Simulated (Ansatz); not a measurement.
A computed series for Ru: response to strain

The parent structure is Ru in the hcp (Mg type) structure (space group P6_3/mmc, No. 194; a = 2.7219 Å, c = 4.2940 Å; relaxed with 0.1 eV smearing). Axes: x lies along a and z along c of the hexagonal cell.

Strains are applied to the cell and any free atomic positions relax.

All numbers come from plane-wave PAW DFT at the PBE level (Ansatz, a program for electronic structure, 420 eV), scalar-relativistic without spin-orbit coupling.

Notes on the quantities. energy relative to the base: free energy F.

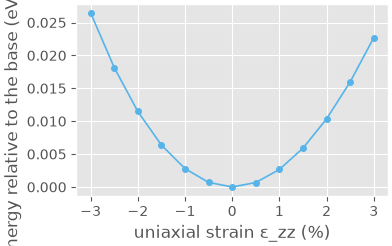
Fig. 1. Energy relative to the base against uniaxial strain ε_zz

Q: From the plot, what is the energy relative to the base for uniaxial strain ε_zz = −3.00 %?

A: About 0.026 eV/atom.

Q: Is the trend monotonic over the range shown?

A: No, it turns within the range, spanning 0 meV/atom to +26 meV/atom.

No phonon test of stability was made. The final runs are not spin-polarised.
